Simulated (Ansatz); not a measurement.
## CH$_{4}$O: geometry relaxation (part 3 of 3)

The same run, continued: CH$_{4}$O (disordered cell, 36 atoms in the cell); DFT r2SCAN-D3(BJ), scalar-relativistic, plane waves, PAW, no spin polarisation (Ansatz 0.2.0); cutoff 500 eV, 1×1×1 k-mesh, Fermi–Dirac smearing of 0.05 eV. It belongs to a series of runs on one base structure; here: start relaxed.

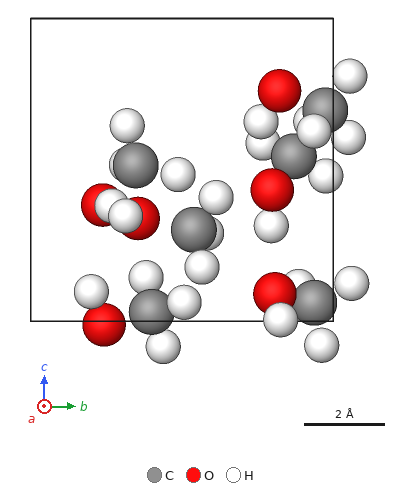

The geometry at step 10 of the log (spheres-only view of the cell of the calculation, along the a axis).

**Trajectory as extended XYZ, continued**
```
36
Lattice="7.6186 0.0000 0.0000 0.0000 7.6186 0.0000 0.0000 0.0000 7.6186" Properties=species:S:1:pos:R:3:forces:R:3 step=6 energy=-5304.88477
C     4.6203    4.1878    2.2685   -0.1010   0.0665   0.1147
O     4.6323    2.7849    2.5521    0.1276  -0.0248   0.0077
H     3.5773    4.4740    2.1349    0.0851  -0.0125   0.0110
H     5.5544    2.5127    2.6156   -0.1427  -0.0178   0.0029
H     5.0311    4.7744    3.1012   -0.0359  -0.1047  -0.0753
H     5.1821    4.4197    1.3624   -0.0040  -0.0179  -0.0366
C     6.7257    7.0298    0.3647   -0.1992   0.0213  -0.0157
O     7.5460    5.9103    0.7481    0.1167   0.2236  -0.2164
H     5.6873    6.7948    0.6521    0.4340   0.0823  -0.0882
H     8.3103    5.9065    0.1576   -0.1311   0.0247   0.0867
H     7.0576    7.9480    0.8699   -0.0578  -0.1747  -0.1050
H     6.7544    7.1927   -0.7241    0.0025  -0.0802   0.3914
C     1.4001    2.7518    3.9612   -0.0410  -0.0746  -0.1394
O     1.7864    1.7143    3.0587    0.1316   0.0743   0.0868
H     0.3142    2.6652    4.0944    0.1521   0.0049  -0.0378
H     2.7527    1.7116    3.0004   -0.1211   0.1851   0.0327
H     1.8660    2.6323    4.9451   -0.0085  -0.0475   0.0045
H     1.6261    3.7522    3.5648   -0.0377  -0.0834   0.0255
C     4.2628    7.4576    5.3606    0.0222   0.0950  -0.0876
O     3.5428    6.4494    6.0600   -0.0103  -0.0850  -0.0960
H     4.6485    8.1571    6.1064   -0.0912  -0.0823  -0.0931
H     3.1529    5.8678    5.3972    0.0245   0.0719  -0.0012
H     5.1156    7.0410    4.8004   -0.1490   0.0528   0.1074
H     3.6166    8.0066    4.6646    0.0509  -0.0698   0.0849
C     1.0647    3.0796    0.2982   -0.0629  -0.1642   0.1373
O     1.7837    2.0021   -0.2965    0.1238  -0.0148   0.2940
H     0.3164    3.4112   -0.4271    0.1431  -0.0669   0.0942
H     2.3900    1.6450    0.3718   -0.3180   0.1707  -0.1611
H     0.5603    2.7656    1.2301    0.1698   0.1489  -0.3548
H     1.7303    3.9237    0.5376   -0.0932  -0.1237  -0.0338
C     0.5384    6.5568    4.0745   -0.1662   0.0087  -0.0424
O     1.5986    6.1778    3.2054   -0.2160  -0.0528   0.0068
H     0.9800    7.0560    4.9385   -0.0361  -0.0303  -0.0309
H     1.1656    5.9897    2.3580    0.0698   0.0348  -0.0061
H    -0.1526    7.2654    3.5850    0.2255  -0.1830   0.1687
H    -0.0390    5.6727    4.4086    0.1440   0.2436  -0.0353
36
Lattice="7.6186 0.0000 0.0000 0.0000 7.6186 0.0000 0.0000 0.0000 7.6186" Properties=species:S:1:pos:R:3:forces:R:3 step=7 energy=-5305.00964
C     4.6016    4.1439    2.2803   -0.0697   0.1138   0.0569
O     4.5893    2.7394    2.5575    0.1322   0.0001   0.0012
H     3.5631    4.4540    2.1645    0.0895  -0.0307   0.0173
H     5.5047    2.4461    2.6146   -0.1120  -0.0337   0.0171
H     5.0400    4.7155    3.1092   -0.0399  -0.1025  -0.0903
H     5.1509    4.3652    1.3616   -0.0283  -0.0237   0.0238
C     6.7846    7.0687    0.3991   -0.2035  -0.0429  -0.1508
O     7.6639    5.9773    0.7247   -0.1556   0.1636   0.0098
H     5.7705    6.7960    0.7351    0.4271   0.0812  -0.0950
H     8.3927    6.0002    0.1001    0.1156   0.0596  -0.0822
H     7.1102    7.9906    0.8941   -0.0327  -0.0893  -0.0549
H     6.7529    7.2427   -0.6893    0.0084  -0.0743   0.4229
C     1.4071    2.7400    3.9558   -0.0452  -0.1044  -0.2267
O     1.8896    1.7604    3.0292    0.2495   0.2199   0.1417
H     0.3221    2.5823    4.0546    0.2520   0.0195  -0.0456
H     2.8571    1.8685    2.9690   -0.3280   0.0990   0.0285
H     1.8558    2.6126    4.9480   -0.0250  -0.0441  -0.0068
H     1.5827    3.7683    3.5993   -0.0583  -0.1788   0.0557
C     4.1872    7.4497    5.3382    0.0456   0.0561  -0.0090
O     3.4772    6.3969    5.9836    0.0041  -0.0726  -0.1249
H     4.5356    8.1320    6.1174   -0.0829  -0.0866  -0.0880
H     3.1081    5.8407    5.2872    0.0161   0.0728   0.0110
H     5.0632    7.0744    4.7860   -0.1185   0.0267   0.0975
H     3.5458    8.0033    4.6458   -0.0048  -0.0280   0.0362
C     1.0548    3.0654    0.2640   -0.1501  -0.1105   0.0962
O     1.7676    1.9506   -0.2568    0.1210  -0.0578   0.2281
H     0.3484    3.3897   -0.5083    0.1595  -0.0582   0.1601
H     2.3143    1.5971    0.4615   -0.2497   0.1378  -0.1276
H     0.5008    2.8001    1.1814    0.1419   0.1186  -0.3047
H     1.7295    3.8982    0.5063   -0.0741  -0.0665  -0.0341
C     0.5685    6.5742    4.1131   -0.1391   0.0127   0.0214
O     1.5954    6.1440    3.2322   -0.0812  -0.0136   0.1099
H     1.0406    7.0484    4.9759   -0.0276  -0.0366  -0.0504
H     1.1633    6.0127    2.3753    0.0057   0.0048  -0.1128
H    -0.0899    7.3159    3.6367    0.1418  -0.1034   0.0939
H    -0.0493    5.7234    4.4539    0.1162   0.1720  -0.0256
36
Lattice="7.6186 0.0000 0.0000 0.0000 7.6186 0.0000 0.0000 0.0000 7.6186" Properties=species:S:1:pos:R:3:forces:R:3 step=8 energy=-5305.13304
C     4.6009    4.1176    2.2914    0.0011  -0.0772  -0.0437
O     4.5813    2.7128    2.5672    0.0863   0.0405  -0.0093
H     3.5692    4.4361    2.1940   -0.1094   0.0123  -0.0064
H     5.4905    2.4060    2.6272   -0.0460  -0.0417   0.0239
H     5.0567    4.6756    3.1077    0.0770   0.0580   0.1220
H     5.1330    4.3315    1.3649    0.0221   0.0018  -0.0708
C     6.8535    7.1127    0.4337    0.4623  -0.0669   0.2781
O     7.8079    6.0704    0.7055   -0.0207   0.1167  -0.0947
H     5.8961    6.7871    0.8062   -0.3013  -0.1490   0.2008
H     8.5151    6.1464    0.0548    0.0128   0.0672   0.0479
H     7.1492    8.0436    0.9180    0.0284   0.0602   0.0425
H     6.7619    7.2892   -0.6245   -0.0189   0.0619  -0.4335
C     1.4043    2.7027    3.9336    0.3861  -0.3381  -0.1781
O     1.9595    1.8124    2.9551    0.2443   0.3100   0.2305
H     0.3416    2.4957    3.9880   -0.2923  -0.0780  -0.0178
H     2.9183    2.0046    2.9094   -0.3449  -0.0676   0.0233
H     1.8284    2.5245    4.9303    0.0064  -0.0418  -0.0393
H     1.5420    3.7497    3.6561    0.0121   0.1209  -0.0416
C     4.1012    7.4342    5.3157   -0.1581  -0.1043   0.0302
O     3.4020    6.3240    5.8808    0.0375  -0.0071  -0.1756
H     4.3983    8.0819    6.1357   -0.0323   0.0318   0.0721
H     3.0548    5.8112    5.1394    0.0128   0.0909   0.0427
H     5.0015    7.1124    4.7829    0.0511  -0.0409  -0.0264
H     3.4679    8.0009    4.6292   -0.0330  -0.0027  -0.0068
C     1.0352    3.0478    0.2513    0.3085  -0.1657  -0.0338
O     1.7416    1.8864   -0.1691    0.0924  -0.0658   0.2140
H     0.3916    3.3527   -0.5632   -0.1191   0.0560  -0.2004
H     2.2103    1.5481    0.6105   -0.2446   0.1599  -0.1344
H     0.4310    2.8549    1.1330   -0.1565  -0.0442   0.1762
H     1.7160    3.8694    0.4887    0.0390   0.0547  -0.0052
C     0.5860    6.5982    4.1403    0.0671   0.0092  -0.0361
O     1.5924    6.1022    3.2698   -0.1040   0.0045   0.0086
H     1.0761    7.0427    5.0027    0.0475   0.0264   0.0814
H     1.1796    6.0332    2.3922    0.0602   0.0027  -0.0226
H    -0.0170    7.3728    3.6636   -0.0128   0.0778  -0.0665
H    -0.0781    5.7964    4.4788   -0.0610  -0.0726   0.0489
36
Lattice="7.6186 0.0000 0.0000 0.0000 7.6186 0.0000 0.0000 0.0000 7.6186" Properties=species:S:1:pos:R:3:forces:R:3 step=9 energy=-5305.23378
C     4.6129    4.1088    2.2989    0.0115   0.0061   0.0137
O     4.5919    2.7054    2.5832    0.0423   0.0801  -0.0090
H     3.5756    4.4288    2.2148    0.0380  -0.0180   0.0106
H     5.4967    2.3893    2.6480    0.0041  -0.0230   0.0208
H     5.0862    4.6692    3.1109   -0.0101  -0.0140  -0.0366
H     5.1302    4.3135    1.3586   -0.0201  -0.0041   0.0203
C     6.9209    7.1397    0.4616    0.0240  -0.1280  -0.0185
O     7.9422    6.1492    0.6853   -0.0115   0.1746  -0.1577
H     5.9842    6.7478    0.8735    0.2291   0.0590  -0.0525
H     8.6415    6.2943    0.0336   -0.0588   0.0515   0.1082
H     7.1828    8.0825    0.9494   -0.0239  -0.0319  -0.0162
H     6.7821    7.3266   -0.6081   -0.0019  -0.0363   0.1687
C     1.4079    2.6447    3.9195    0.0214  -0.1639  -0.1885
O     2.0099    1.8135    2.9222    0.0373   0.2360   0.2003
H     0.3366    2.4104    3.9350    0.1098   0.0293  -0.0242
H     2.9585    2.0434    2.9000   -0.1448  -0.1007  -0.0206
H     1.8102    2.4311    4.9190   -0.0094  -0.0208  -0.0455
H     1.5326    3.7121    3.6881   -0.0471  -0.0986   0.0325
C     4.0358    7.4168    5.3046   -0.0405  -0.1147   0.1138
O     3.3459    6.2645    5.7964    0.0729   0.0732  -0.1674
H     4.2942    8.0348    6.1665   -0.0587  -0.0716  -0.0752
H     3.0043    5.8014    5.0197   -0.0097   0.0768   0.0453
H     4.9605    7.1338    4.7817   -0.0598   0.0270   0.0423
H     3.4086    7.9999    4.6251   -0.0021  -0.0165   0.0054
C     1.0122    3.0469    0.2317    0.0076  -0.1250  -0.0041
O     1.7101    1.8480   -0.0941    0.0136  -0.0085   0.2268
H     0.4197    3.3374   -0.6406    0.0861  -0.0594   0.1311
H     2.0932    1.5282    0.7400   -0.1941   0.1762  -0.1447
H     0.3453    2.9060    1.0943    0.0577   0.0366  -0.1567
H     1.7025    3.8628    0.4728   -0.0400  -0.0185  -0.0166
C     0.5851    6.6263    4.1488   -0.0423   0.0184   0.0259
O     1.5869    6.0824    3.3005   -0.1563   0.0218  -0.0761
H     1.0803    7.0508    5.0235   -0.0347  -0.0263  -0.0289
H     1.2078    6.0577    2.4017    0.0994  -0.0083   0.0851
H     0.0264    7.4297    3.6546    0.0647  -0.0601   0.0139
H    -0.1218    5.8508    4.4801    0.0469   0.0806  -0.0257
36
Lattice="7.6186 0.0000 0.0000 0.0000 7.6186 0.0000 0.0000 0.0000 7.6186" Properties=species:S:1:pos:R:3:forces:R:3 step=10 energy=-5305.23378
C     4.6129    4.1088    2.2989    0.0115   0.0060   0.0137
O     4.5919    2.7054    2.5832    0.0417   0.0799  -0.0089
H     3.5756    4.4288    2.2148    0.0381  -0.0180   0.0106
H     5.4967    2.3893    2.6480    0.0045  -0.0231   0.0208
H     5.0862    4.6692    3.1109   -0.0101  -0.0140  -0.0366
H     5.1302    4.3135    1.3586   -0.0202  -0.0041   0.0204
C     6.9209    7.1397    0.4616    0.0238  -0.1280  -0.0185
O     7.9422    6.1492    0.6853   -0.0114   0.1750  -0.1583
H     5.9842    6.7478    0.8735    0.2290   0.0589  -0.0525
H     8.6415    6.2943    0.0336   -0.0593   0.0514   0.1086
H     7.1828    8.0825    0.9494   -0.0239  -0.0319  -0.0161
H     6.7821    7.3266   -0.6081   -0.0019  -0.0364   0.1686
C     1.4079    2.6447    3.9195    0.0214  -0.1639  -0.1885
O     2.0099    1.8135    2.9222    0.0377   0.2366   0.2008
H     0.3366    2.4104    3.9350    0.1097   0.0294  -0.0242
H     2.9585    2.0434    2.9000   -0.1452  -0.1008  -0.0207
H     1.8102    2.4311    4.9190   -0.0093  -0.0208  -0.0455
H     1.5326    3.7121    3.6881   -0.0471  -0.0986   0.0324
C     4.0358    7.4168    5.3046   -0.0404  -0.1147   0.1138
O     3.3459    6.2645    5.7964    0.0729   0.0734  -0.1683
H     4.2942    8.0348    6.1665   -0.0586  -0.0716  -0.0752
H     3.0043    5.8014    5.0197   -0.0095   0.0771   0.0458
H     4.9605    7.1338    4.7817   -0.0598   0.0270   0.0424
H     3.4086    7.9999    4.6251   -0.0022  -0.0165   0.0054
C     1.0122    3.0469    0.2317    0.0076  -0.1250  -0.0041
O     1.7101    1.8480   -0.0941    0.0136  -0.0085   0.2272
H     0.4197    3.3374   -0.6406    0.0860  -0.0594   0.1310
H     2.0932    1.5282    0.7400   -0.1942   0.1763  -0.1450
H     0.3453    2.9060    1.0943    0.0577   0.0365  -0.1567
H     1.7025    3.8628    0.4728   -0.0399  -0.0185  -0.0166
C     0.5851    6.6263    4.1488   -0.0423   0.0183   0.0259
O     1.5869    6.0824    3.3005   -0.1563   0.0218  -0.0761
H     1.0803    7.0508    5.0235   -0.0347  -0.0263  -0.0289
H     1.2078    6.0577    2.4017    0.0994  -0.0083   0.0852
H     0.0264    7.4297    3.6546    0.0646  -0.0600   0.0138
H    -0.1218    5.8508    4.4801    0.0469   0.0805  -0.0257
36
Lattice="7.6186 0.0000 0.0000 0.0000 7.6186 0.0000 0.0000 0.0000 7.6186" Properties=species:S:1:pos:R:3:forces:R:3 step=11 energy=-5305.31541
C     4.6267    4.1093    2.3073    0.0112  -0.0189   0.0148
O     4.6064    2.7116    2.6156    0.0253   0.0466   0.0090
H     3.5888    4.4280    2.2363    0.0157   0.0006   0.0044
H     5.5094    2.3904    2.6790    0.0085  -0.0050   0.0123
H     5.1147    4.6818    3.1010   -0.0039  -0.0051  -0.0205
H     5.1258    4.2972    1.3541   -0.0136  -0.0069   0.0084
C     6.9810    7.1566    0.4851    0.0728  -0.1662   0.0354
O     8.0748    6.2353    0.6594   -0.0303   0.2142  -0.1902
H     6.0960    6.7002    0.9387    0.1742   0.0568  -0.0421
H     8.7550    6.4533    0.0054   -0.0833   0.0301   0.1472
H     7.1975    8.1148    0.9636   -0.0103  -0.0293  -0.0030
H     6.7777    7.3355   -0.5736    0.0152  -0.0407   0.0949
C     1.4062    2.5951    3.9017    0.0001  -0.0722  -0.0971
O     2.0263    1.8002    2.8942    0.0034   0.0896   0.0933
H     0.3382    2.3553    3.8952    0.0396   0.0037  -0.0141
H     2.9739    2.0274    2.8891   -0.0394  -0.0417  -0.0157
H     1.7956    2.3568    4.9000   -0.0001  -0.0146  -0.0277
H     1.5220    3.6689    3.7038   -0.0187  -0.0587   0.0236
C     3.9928    7.4015    5.3056   -0.0540  -0.1247   0.1029
O     3.3093    6.2259    5.7426    0.0484   0.0729  -0.1475
H     4.2216    7.9938    6.1913   -0.0303  -0.0241  -0.0359
H     2.9534    5.8105    4.9447   -0.0173   0.0504   0.0490
H     4.9314    7.1492    4.7944   -0.0217   0.0168   0.0194
H     3.3730    7.9974    4.6310   -0.0059  -0.0042  -0.0036
C     0.9944    3.0442    0.2141    0.0298  -0.1342  -0.0150
O     1.6797    1.8158   -0.0165   -0.0316   0.0385   0.1733
H     0.4518    3.3046   -0.6967    0.0424  -0.0319   0.0812
H     1.9988    1.5379    0.8589   -0.1235   0.1208  -0.1098
H     0.2799    2.9604    1.0446    0.0404   0.0114  -0.1050
H     1.6873    3.8577    0.4497   -0.0200   0.0027  -0.0106
C     0.5664    6.6421    4.1402   -0.0155   0.0003  -0.0098
O     1.5743    6.0552    3.3267   -0.1705   0.0290  -0.0841
H     1.0492    7.0441    5.0315   -0.0283  -0.0088  -0.0098
H     1.2406    6.0647    2.4087    0.1060   0.0002   0.0878
H     0.0618    7.4668    3.6256    0.0505  -0.0505   0.0145
H    -0.1819    5.8987    4.4486    0.0348   0.0532  -0.0302
36
Lattice="7.6186 0.0000 0.0000 0.0000 7.6186 0.0000 0.0000 0.0000 7.6186" Properties=species:S:1:pos:R:3:forces:R:3 step=12 energy=-5305.37558
C     4.6373    4.1064    2.3175    0.0181  -0.0122   0.0040
O     4.6242    2.7174    2.6610    0.0094   0.0272   0.0178
H     3.5982    4.4230    2.2596    0.0049   0.0014   0.0062
H     5.5277    2.3957    2.7140    0.0039   0.0023   0.0074
H     5.1408    4.6986    3.0865   -0.0041  -0.0056  -0.0184
H     5.1150    4.2713    1.3489   -0.0136  -0.0114   0.0150
C     7.0371    7.1595    0.5078    0.1462  -0.1451   0.0437
O     8.1944    6.3140    0.6456   -0.0661   0.1993  -0.1322
H     6.2009    6.6437    0.9855    0.1329   0.0358  -0.0212
H     8.8642    6.6136    0.0134   -0.0935   0.0222   0.1082
H     7.2013    8.1297    0.9832   -0.0174  -0.0371  -0.0031
H     6.7906    7.3261   -0.5424    0.0092  -0.0295   0.0432
C     1.4017    2.5497    3.8860    0.0061  -0.0054  -0.0180
O     2.0451    1.7837    2.8753   -0.0153   0.0166   0.0246
H     0.3375    2.2996    3.8606    0.0141  -0.0097  -0.0140
H     2.9912    2.0147    2.8858    0.0026  -0.0128  -0.0117
H     1.7816    2.2978    4.8843   -0.0068  -0.0179  -0.0181
H     1.5069    3.6281    3.7134   -0.0070  -0.0322   0.0033
C     3.9583    7.3901    5.3137   -0.0561  -0.0897   0.0485
O     3.2668    6.2070    5.7067    0.0426   0.0628  -0.0804
H     4.1650    7.9661    6.2147   -0.0167  -0.0117  -0.0140
H     2.8917    5.8334    4.8967   -0.0093   0.0312   0.0288
H     4.9084    7.1527    4.8173   -0.0074   0.0056   0.0177
H     3.3536    7.9989    4.6365    0.0011   0.0015   0.0024
C     0.9752    3.0428    0.1940    0.0183  -0.1075  -0.0154
O     1.6470    1.7967    0.0319   -0.0452   0.0702   0.1003
H     0.4618    3.2786   -0.7380    0.0196  -0.0165   0.0260
H     1.9255    1.5577    0.9322   -0.0388   0.0500  -0.0461
H     0.2331    2.9977    1.0020    0.0144   0.0103  -0.0545
H     1.6695    3.8569    0.4211   -0.0086   0.0045  -0.0101
C     0.5438    6.6512    4.1207    0.0106  -0.0051  -0.0202
O     1.5623    6.0383    3.3397   -0.1377   0.0222  -0.0761
H     1.0053    7.0258    5.0354   -0.0386  -0.0095  -0.0194
H     1.2859    6.0934    2.4041    0.0705  -0.0052   0.0899
H     0.0909    7.4970    3.5945    0.0307  -0.0406   0.0180
H    -0.2398    5.9313    4.3918    0.0269   0.0426  -0.0322
36
Lattice="7.6186 0.0000 0.0000 0.0000 7.6186 0.0000 0.0000 0.0000 7.6186" Properties=species:S:1:pos:R:3:forces:R:3 step=13 energy=-5305.42116
C     4.6414    4.1005    2.3314    0.0171  -0.0026  -0.0061
O     4.6342    2.7241    2.7229    0.0101   0.0314   0.0169
H     3.6016    4.4180    2.2907    0.0066   0.0024   0.0056
H     5.5379    2.3999    2.7562   -0.0023  -0.0036   0.0047
H     5.1666    4.7172    3.0662   -0.0111  -0.0180  -0.0251
H     5.0922    4.2314    1.3441   -0.0208  -0.0150   0.0321
C     7.0933    7.1511    0.5365    0.1532  -0.1557   0.0526
O     8.3205    6.4058    0.6350   -0.1567   0.1752  -0.1024
H     6.3239    6.5687    1.0516    0.1465   0.0857  -0.0547
H     8.9565    6.7853    0.0113   -0.0786   0.0222   0.0961
H     7.1914    8.1373    0.9998   -0.0125  -0.0700  -0.0050
H     6.7916    7.2882   -0.5045    0.0224  -0.0451   0.0611
C     1.3982    2.5170    3.8703   -0.0042   0.0171   0.0127
O     2.0579    1.7702    2.8574    0.0138  -0.0129   0.0082
H     0.3360    2.2621    3.8257    0.0037  -0.0026  -0.0110
H     3.0039    2.0030    2.8801    0.0066   0.0012   0.0066
H     1.7653    2.2497    4.8692   -0.0011  -0.0132  -0.0210
H     1.5010    3.5981    3.7169   -0.0072  -0.0287   0.0039
C     3.9368    7.3867    5.3270   -0.0243  -0.0398   0.0205
O     3.2369    6.2017    5.6870    0.0095   0.0361  -0.0594
H     4.1227    7.9531    6.2387   -0.0085  -0.0032  -0.0122
H     2.8485    5.8593    4.8689   -0.0068   0.0137   0.0284
H     4.8989    7.1568    4.8497   -0.0070   0.0055   0.0154
H     3.3493    8.0048    4.6427    0.0069   0.0029   0.0086
C     0.9554    3.0408    0.1678    0.0137  -0.0748  -0.0280
O     1.6334    1.7911    0.0718   -0.0506   0.0907   0.0713
H     0.4643    3.2419   -0.7843    0.0198  -0.0244   0.0309
H     1.8932    1.5957    0.9900   -0.0309   0.0156  -0.0565
H     0.1913    3.0245    0.9567    0.0100  -0.0037  -0.0413
H     1.6403    3.8666    0.3811   -0.0066   0.0066  -0.0107
C     0.5097    6.6510    4.0911    0.0041  -0.0101  -0.0123
O     1.5365    6.0057    3.3484   -0.1088   0.0261  -0.0788
H     0.9435    6.9960    5.0311   -0.0362  -0.0110  -0.0261
H     1.3231    6.1057    2.3996    0.0628   0.0080   0.0789
H     0.1154    7.5191    3.5544    0.0330  -0.0498   0.0303
H    -0.3129    5.9602    4.3184    0.0341   0.0443  -0.0343
```

**Summary**

```csv
quantity,value
outcome,converged
electrons treated,84
free energy,−5305.4212 eV
Fermi energy,−0.346 eV
final volume,442.20 Å³
largest force (length of the vector) at the end,0.256 eV/Å
wall time,3.2 min
peak memory,0.91 GiB
```

**Remarks**

Notes on the run: the dispersion correction has no parameters fitted for this combination and takes those fitted for r2SCAN with other terms. The input asks for low accuracy. The k-point mesh is coarse for a cell of this size, so the results may not be converged.
